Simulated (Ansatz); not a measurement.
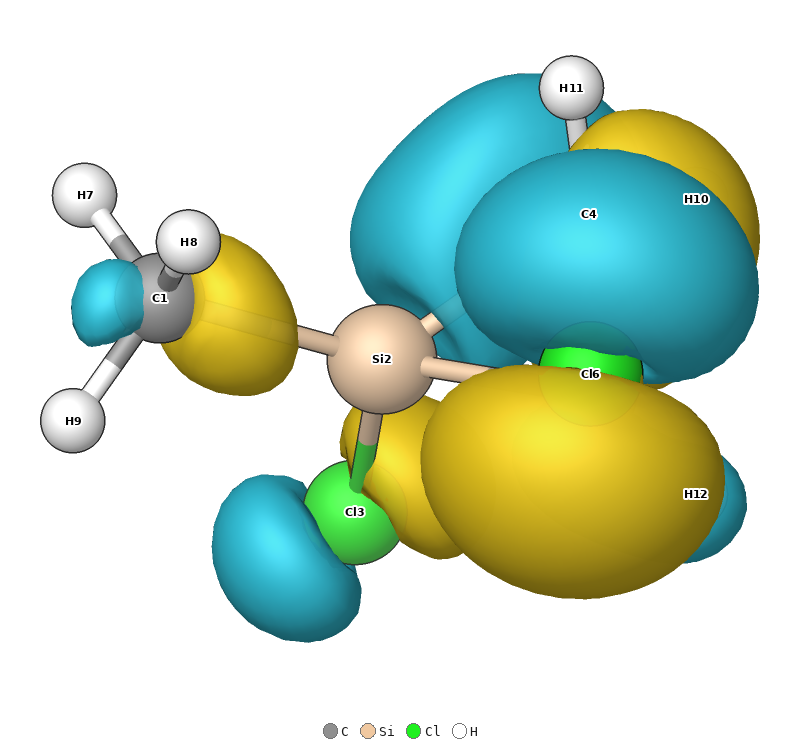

C$_{3}$H$_{6}$Cl$_{2}$Si. The HOMO−1 at ±0.1 Å⁻³ᐟ² (yellow and cyan are the two phases), seen from one side.

Theory: Ansatz, RKS PBE/def2-SVP.

```xyz
12

C    -0.8732   -0.8845    1.4204
Si    0.5289   -0.1073    0.4629
Cl    2.3255   -0.0406    1.5131
C     0.5871   -0.1561   -1.4006
C     0.2081    1.2332   -0.8015
Cl   -1.4370    1.8512   -1.1426
H    -0.7327   -1.9772    1.5363
H    -1.8150   -0.6923    0.8683
H    -0.9535   -0.4296    2.4275
H     1.5233   -0.1921   -1.9851
H    -0.2403   -0.6898   -1.9033
H     0.9556    2.0297   -0.9612
```

Question: What is the character of this orbital?

Answer: It lies mainly on Cl6 (about 50 %), C4 (about 20 %), C5 (about 10 %), Si2 (about 5 %) and Cl3 (about 5 %). Its energy is −6.46 eV.
